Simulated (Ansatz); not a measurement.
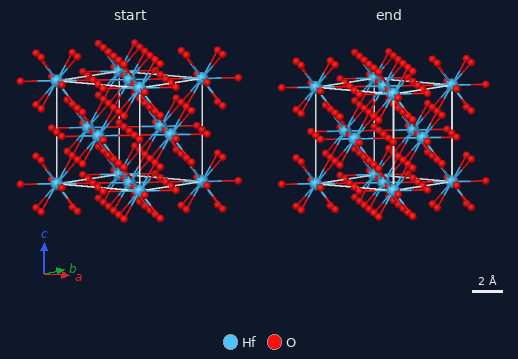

The structure of solid HfO₇ (a generated structure, set up in Fm-3m) (coarse preliminary run) before (left) and after (right) a relaxation, at one scale.

A ball-and-stick model of the conventional cell (4 times the calculation's cell), seen from a free direction. Lengths and directions refer to the drawn axes.

Computed with DFT PBE, scalar-relativistic, plane waves, PAW in Ansatz 0.2.0.

The input:
```yaml
crystal:
  lattice:
    - [0.0, 3.4849309, 3.4849309]
    - [3.4849309, 0.0, 3.4849309]
    - [3.4849309, 3.4849309, 0.0]
  atoms:
    - { symbol: Hf, position: [0.0, 0.0, 0.0] }
    - { symbol: O, position: [0.5, 0.5, 0.5] }
    - { symbol: O, position: [0.0, 0.0, 0.5] }
    - { symbol: O, position: [0.5, 0.0, 0.5] }
    - { symbol: O, position: [0.0, 0.5, 0.5] }
    - { symbol: O, position: [0.5, 0.5, 0.0] }
    - { symbol: O, position: [0.0, 0.5, 0.0] }
    - { symbol: O, position: [0.5, 0.0, 0.0] }
basis:
  ecutwfc: 420
kpoints:
  mp_grid: { grid: [4, 4, 4] }
hamiltonian:
  xc: pbe
scf:
  occupations: { method: gaussian, width: 0.1 }
  lower_state_search: "off"
output:
  forces: true
  stress: true
  eigenvalues: true
relax:
  adjacent_minimum: "off"
  f_tol: 0.04
  max_steps: 70
  cell: { stress_tol: 0.4 }
```

Launched with:
```bash
ansatz run input.yaml --threads 1 --pin off --max-ram 2048MiB --backend cpu --events-out ev --progress --plain --runs-dir out
```

> Summarise the run.

No atom moves by more than 0.005 Å relative to the cell. The volume changes by −17.7 %, with a = b = c 6.970 → 6.531 Å (−6.3 %). Among the contacts that change: Hf1–O3 2.464 → 2.309 Å. The space group stays Fm-3m (No. 225). The energy falls by 170 meV per atom in 4 accepted moves (6 points after the start). All forces vanish by symmetry, so only the cell relaxes. The pressure goes from −24.24 to −0.02 GPa. The SCF was repeated twice at an unchanged geometry on a basis and grid sized afresh for the cell, which shifted the energy by 4.7 meV per atom at most. The run took 14 s on 1 thread of Arm Neoverse V2 (shared host), peak memory 0.35 GiB.
